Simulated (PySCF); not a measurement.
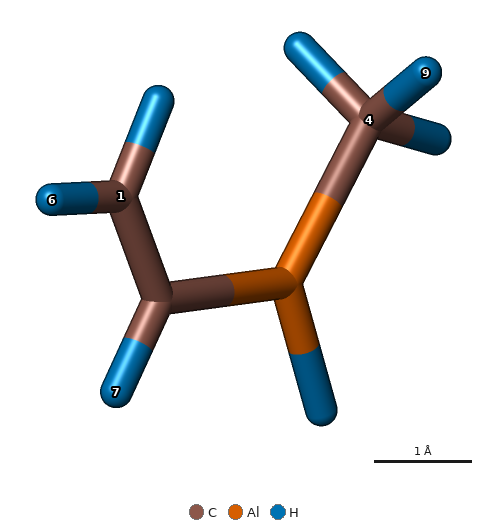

*The input geometry (stick view, seen at a tilt; atoms are numbered from 1 in the order of the input). Sticks mark near contacts.*

Bond lengths as drawn: Al–C 1.98 to 1.99 Å, Al–H 1.55 Å, C–C 1.33 Å and C–H 1.08 to 1.10 Å.

**C$_{3}$H$_{7}$Al: excited-state calculation**

System: C$_{3}$H$_{7}$Al, SMILES C=[CH][AlH][CH3].
Method: TDDFT CAM-B3LYP/def2-TZVPP, vertical, gas phase, core orbitals frozen in the response (PySCF 2.14.0).

Some settings of this run were made unusual or wrong on purpose. The geometry comes from this level: GFN2-xTB.

**Input file**
```
{"job": {"kind": "uv", "xc": "CAM-B3LYP", "basis": "def2-TZVPP", "nstates": 12, "ntriplets": 0, "tda": false, "scf": {"conv": 1e-15, "max_cycle": 78}}, "charge": 0, "multiplicity": 1}
C      1.985107    -0.081512     0.503344
C      1.256351    -0.986288    -0.153620
Al    -0.665865    -0.662831    -0.520151
C     -1.711908     0.945498     0.001312
H      1.545180     0.845341     0.849680
H      3.037070    -0.204007     0.732341
H      1.773781    -1.896917    -0.468754
H     -1.393479    -1.797284    -1.291544
H     -1.323438     1.874040    -0.433604
H     -2.753906     0.857643    -0.330096
H     -1.743468     1.108986     1.085129
```

The first line tells a small driver script what to run in PySCF; the rest is the geometry in Å.

Run on 1 CPU thread, shared host.

Run as:
```bash
OMP_NUM_THREADS=1 python <driver script> task.json out
```

**What the program printed**
```
final grid: 83120 points
cycle   1  E = -360.8715695906  dE =  4.342e-02  |g| = 4.030e-01  |ddm| = 2.343e+00
cycle   2  E = -360.8829605517  dE = -1.139e-02  |g| = 3.590e-01  |ddm| = 5.101e-01
cycle   3  E = -360.9147357042  dE = -3.178e-02  |g| = 2.846e-02  |ddm| = 2.452e-01
cycle   4  E = -360.9148953668  dE = -1.597e-04  |g| = 2.213e-02  |ddm| = 4.193e-02
cycle   5  E = -360.9150119674  dE = -1.166e-04  |g| = 2.912e-03  |ddm| = 1.368e-02
cycle   6  E = -360.9150144887  dE = -2.521e-06  |g| = 1.036e-03  |ddm| = 3.460e-03
cycle   7  E = -360.9150147321  dE = -2.434e-07  |g| = 2.205e-04  |ddm| = 9.691e-04
cycle   8  E = -360.9150147473  dE = -1.522e-08  |g| = 8.325e-05  |ddm| = 2.439e-04
cycle   9  E = -360.9150147493  dE = -2.062e-09  |g| = 1.057e-05  |ddm| = 9.509e-05
cycle  10  E = -360.9150147494  dE = -6.037e-11  |g| = 2.166e-06  |ddm| = 2.580e-05
cycle  11  E = -360.9150147494  dE = -2.956e-12  |g| = 5.089e-07  |ddm| = 5.748e-06
cycle  12  E = -360.9150147494  dE = -6.821e-13  |g| = 1.792e-07  |ddm| = 1.188e-06
cycle  13  E = -360.9150147494  dE =  1.137e-13  |g| = 4.814e-08  |ddm| = 3.973e-07
cycle  14  E = -360.9150147494  dE =  1.137e-13  |g| = 7.921e-09  |ddm| = 7.229e-08
cycle  15  E = -360.9150147494  dE =  4.547e-13  |g| = 5.025e-09  |ddm| = 1.013e-08
cycle  16  E = -360.9150147494  dE =  0.000e+00  |g| = 3.780e-09  |ddm| = 4.889e-09
converged SCF energy = -360.9150147494

Static polarisability (au): isotropic 62.840, principal 46.411 66.096 76.014

Singlet excitations
state   eV       nm        f      main configurations
  1   5.0633    244.9   0.00032   H->L 0.96
  2   5.4662    226.8   0.00148   H-2->L 0.96
  3   6.1015    203.2   0.19554   H-1->L 0.98
  4   6.9426    178.6   0.00517   H->L+2 0.89
  5   7.3945    167.7   0.15106   H->L+1 0.67, H-2->L+1 0.19, H-1->L+2 0.10
  6   7.5036    165.2   0.04104   H-1->L+1 0.82, H-1->L+3 0.10
  7   7.6256    162.6   0.12858   H-2->L+1 0.78, H->L+1 0.15
  8   7.9570    155.8   0.01177   H-3->L 0.62, H-6->L 0.10, H-2->L+2 0.09
  9   8.1453    152.2   0.11380   H-1->L+2 0.69, H->L+1 0.13, H->L+3 0.10
 10   8.1965    151.3   0.00319   H-2->L+2 0.86, H-3->L 0.09
 11   8.4909    146.0   0.12930   H->L+3 0.43, H-2->L+3 0.34, H-1->L+2 0.13
 12   8.5390    145.2   0.01074   H-2->L+3 0.47, H->L+3 0.36
```

**Outcome**

| quantity | value |
| --- | --- |
| outcome | converged |
| total energy | −360.915015 hartree |
| HOMO | −9.21 eV |
| LUMO | −0.40 eV |
| dipole moment | 0.84 D |
| mean polarisability | 62.84 a.u. |
| lowest excitation | 5.06 eV |
| wall time | 18 s |
| peak memory | 0.96 GiB |

**Diagnosis**

Some settings of this run were drawn to be unusual or wrong. It converged; results that depend on the unusual settings are not reference values.
